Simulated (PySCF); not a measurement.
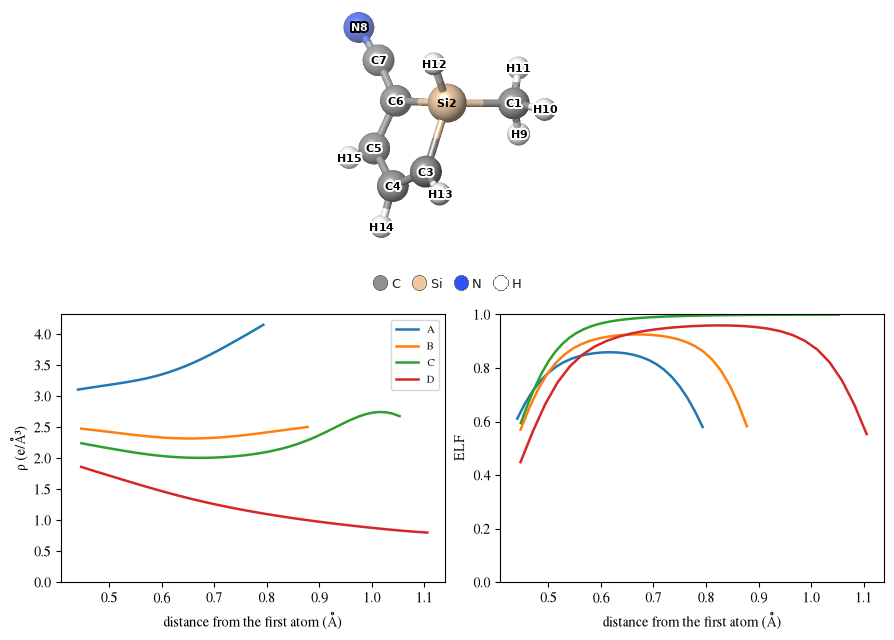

Figure 1: C6H7NSi. Total electron density and electron localisation function along straight lines between neighbouring atoms. The curves leave out the atomic cores. The structure is drawn too.

Geometry: GFN2-xTB, MD frame at 250 fs, 300 K.

All numbers below come from PBE0/pcSseg-1, SCF density, gas phase, non-relativistic (PySCF).

Input file:

```
{"job": {"kind": "nmr", "xc": "PBE0", "basis": "pcSseg-1", "pop": false}, "charge": 0, "multiplicity": 1}
C      1.497500     0.325400    -1.430400
Si     0.595000    -0.431000     0.037700
C     -0.880300    -1.481300    -0.584100
C     -2.006700    -0.822100    -0.356500
C     -1.953700     0.375700     0.432800
C     -0.674200     0.731600     0.816400
C     -0.489900     1.801000     1.666300
N     -0.440000     2.665000     2.462000
H      0.802800     0.666200    -2.168300
H      2.179900    -0.424900    -1.975800
H      2.024800     1.204400    -1.056000
H      1.400400    -0.990500     1.151000
H     -0.784800    -2.417700    -1.055900
H     -2.956100    -1.164300    -0.807100
H     -2.819000     1.024000     0.606400
```

Command:

```sh
OMP_NUM_THREADS=1 python probes_run.py task.json out
```

**Which curve belongs to which contact (C–C, C–H, C–N and C–Si)? The first atom named is at distance zero.**

Curve A: C–N (1.18 Å): the density is about 3.3 e/Å³ at the midpoint; the ELF peaks at about 0.85 between the atoms (a multiple bond). Curve B: C–C (1.32 Å): ρ at the midpoint is about 2.3 e/Å³; the ELF peaks at about 0.95 between the atoms: a short, multiple covalent bond. Curve C: C–H (1.05 Å): ρ at the midpoint is about 2.1 e/Å³; the ELF climbs to about 1 towards the hydrogen, as it does in any bond to H; an ordinary covalent bond to hydrogen. Curve D: C–Si (1.88 Å): ρ at the midpoint is about 0.93 e/Å³; the ELF peaks at about 0.95 between the atoms, as expected for a covalent bond.
